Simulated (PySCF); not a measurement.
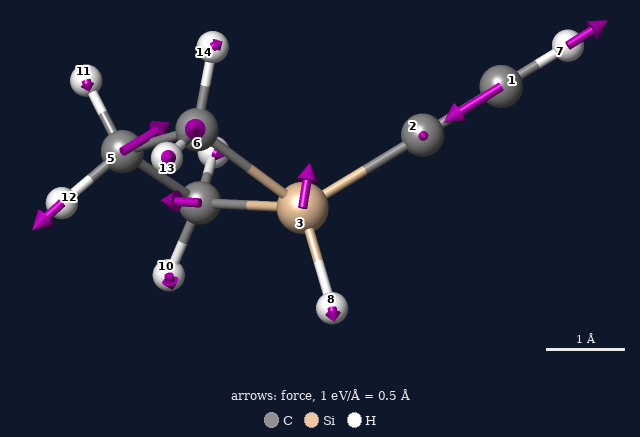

Starting geometry of C$_{5}$H$_{8}$Si with the computed forces as purple arrows. A ball-and-stick model, seen from a free direction.

The start comes from GFN2-xTB. Its atoms were then displaced at random by about 0.01 Å.

The calculation used PBE0-D3(BJ)/def2-SVP geometry optimisation, gas phase in PySCF 2.14.0, density-fitted response routines. 

Question: Is this structure relaxed? If not, where do the atoms go?

Answer: It isn't relaxed: the largest force vector, on a C atom, is 1.78 eV/Å. The final displacements have little in common with the starting forces (cosine between the two patterns 0.06). After 13 geometry steps the energy has fallen by 0.180 eV. An H atom moves most after the best rigid fit: 0.57 Å. Largest moves by element: H 0.57 Å, C 0.18 Å, Si 0.14 Å. Some distances before and after: C–H 1.070 → 1.102 Å, C–Si 1.864 → 1.835 Å, C–H 1.047 → 1.076 Å, H–Si 1.470 → 1.493 Å. Among the angles between lasting bonds that change: Si–C–H 117.1° → 110.3°, C–C–H 111.0° → 116.8°, Si–C–H 115.6° → 110.1°. Cost: 2.5 min on 1 thread of Arm Neoverse N1 (shared host).
